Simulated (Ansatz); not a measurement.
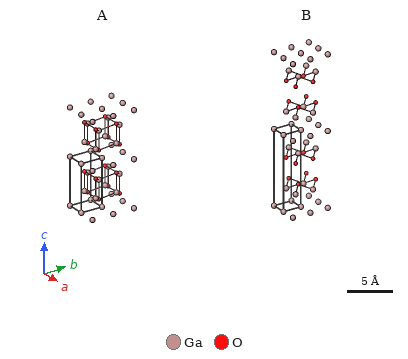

Two geometries of crystalline Ga₃O₂ (built on the A-type sesquioxide_164 type) (coarse preliminary run), drawn at one scale. One is the start of a relaxation, the other its converged end. A ball-and-stick model of the cell of the calculation, repeated 2 × 2 × 2 with one cell outlined, seen slightly off an axis.

Method: DFT PBE, scalar-relativistic, plane waves, PAW in Ansatz 0.2.0. (plane-wave cutoff 420 eV; k-point mesh 6 × 6 × 4; occupations gaussian; smearing width 0.1 eV; no spin polarisation; cell and atoms relaxed; force threshold 0.04 eV/Å; at most 70 steps)

Which one is relaxed?

Answer. Structure B is the relaxed one. Case: anti-A-type sesquioxide type (P-3m1, No. 164). The largest moves relative to the cell, 0.87 Å, are those of Ga atoms. By element the largest moves are Ga 0.87 Å, O 0.86 Å. The drawn cell changes as follows: a = b 3.665 → 3.080 Å (−15.9 %), c 5.702 → 8.923 Å (+56.5 %); the volume changes by +10.6 %. Among the contacts that change: Ga–O 2.281 → 3.584 Å, Ga–O 2.207 → 1.931 Å. Bonds break: Ga–O (2.28 → 3.58 Å). Bond angles that change, for instance: O–Ga–O 112.3° → 105.8°, Ga–O–Ga 112.3° → 105.8°. The space group stays P-3m1 (No. 164). Over 21 accepted moves (27 points after the start) the energy falls by 3.973 eV per cell of the calculation. Largest force component: 1.1 eV/Å at the start, 0.023 eV/Å at the end. The pressure goes from 14.24 to 0.16 GPa. The line search rejected the trial steps at points 8, 16 of the run. At 4 points the geometry stayed and the basis and grid were re-selected for the new cell (energy shift of 0.144 eV per cell of the calculation at most each time).
